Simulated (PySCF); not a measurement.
Vertical excitations of a molecule CH₄ClFOSi₂ from TDDFT-PBE/def2-SVPD run with PySCF, as energy in eV (oscillator strength): 2.31 (0.000), 4.78 (0.001), 4.87 (0.004), 5.03 (0.013), 5.17 (0.003), 5.24 (0.004), 5.30 (0.053), 5.48 (0.040), 5.73 (0.167), 5.89 (0.015). Lowest triplet (TDA): 1.65 eV. Geometry: TPSSh-D3(BJ)/def2-SVP. One conformer was computed; it need not be the lowest.

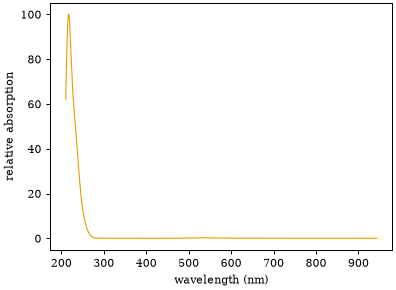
Figure. The lines broadened by 0.4 eV.

Problem. Identify the compound among the candidates.
A) O=C([SiH3])[Si@@H](F)Cl
B) F[Si@]1(Cl)CO[SiH2]1
C) O=C([SiH2]F)[SiH2]Cl
D) F[Si@@]1(Cl)OC[SiH2]1

Solution. A, O=C([SiH3])[Si@@H](F)Cl
